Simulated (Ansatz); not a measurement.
# H₃O− (quintet): wave-function methods side by side, aug-cc-pVTZ

How much of the correlation energy of H₃O− (quintet) does each wave-function method recover here?

Method: aug-cc-pVTZ, core rule «outside noble gas», up to 1 orbitals frozen; program: Ansatz 0.2.0, Gaussian basis.

The runs, in order: UHF; CCSD(T) on ROHF; CCSD(T) on UHF; BCCD(T) on ROHF; CCSDT(Q) on ROHF; CCSDT(Q) on UHF; CASSCF and NEVPT2, 10 electrons in 7 orbitals.

5 further runs of the same task are left out: 1 for a known fault of the program, 4 set aside as unsound or not needed.

### Step 1. The system

The geometry is a PBE0/def2-TZVPD stationary point (not a proven minimum) of the parent state, kept for this charge and spin.

4 atoms, charge -1, spin multiplicity 5.

Atoms are counted from 1 here; the program's logs count them from 0.

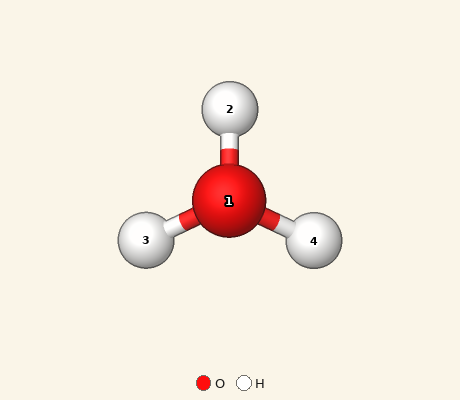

The geometry (oxygen red, hydrogen white); atoms are numbered from 1 in the order of the file.

### Step 2. UHF

Contents of in.yaml:

```yaml
crystal:
  periodic: [false, false, false]
  atoms:
    - {symbol: O, position_ang: [0.053909, -0.002347, 0.000000]}
    - {symbol: H, position_ang: [-0.277338, 0.934360, 0.000002]}
    - {symbol: H, position_ang: [-0.289188, -0.448554, 0.883737]}
    - {symbol: H, position_ang: [-0.289189, -0.448551, -0.883738]}
basis:
  gaussian: {orbitals: aug-cc-pVTZ}
total_charge: -1
magnetization: {spin_polarized: true, initial_magnetization: 4}
hamiltonian: {xc: hf}
output: {orbitals: {seedname: orbitals}}
```

Run with:

```sh
$ ansatz run in.yaml --threads 1 --pin off --events-out ev --progress --plain --max-ram 2816MiB --backend cpu
```

After this run come: CCSD(T) on ROHF; CCSD(T) on UHF; BCCD(T) on ROHF; CCSDT(Q) on ROHF; CCSDT(Q) on UHF; CASSCF and NEVPT2, 10 electrons in 7 orbitals.

**Question.** What will the summary of the whole plan be? Wanted: UCCSDT(Q) below the RHF energy; RMP2 from UCCSDT(Q); UMP2 from UCCSDT(Q); RCCSD from UCCSDT(Q); RCCSD(T) from UCCSDT(Q); UCCSD(T) from UCCSDT(Q); RCCSDT(Q) from UCCSDT(Q); NEVPT2 valence from UCCSDT(Q); T1 diagnostic.

**Answer**, as computed:

| quantity | value |
| --- | --- |
| UCCSDT(Q) below the RHF energy | -7.2385 eV |
| RMP2 from UCCSDT(Q) | +737.6 meV |
| UMP2 from UCCSDT(Q) | +768.5 meV |
| RCCSD from UCCSDT(Q) | +250.2 meV |
| RCCSD(T) from UCCSDT(Q) | +30.0 meV |
| UCCSD(T) from UCCSDT(Q) | +29.7 meV |
| RCCSDT(Q) from UCCSDT(Q) | +1.3 meV |
| NEVPT2 valence from UCCSDT(Q) | +1476.6 meV |
| levels within 1 kcal/mol (43 meV) | RCCSD(T), UCCSD(T), BCCD(T), RCCSDT, UCCSDT, RCCSDT(Q) |
| T1 diagnostic | 0.023 |
| effectively unpaired electrons | 4.00 |

**Reading.** RCCSD(T) misses by +30.0 meV, 0.4 % of the correlation energy. One determinant dominates. These misses are within one basis, not against nature; the frozen cores of restricted and unrestricted runs differ, which can shift their rows.
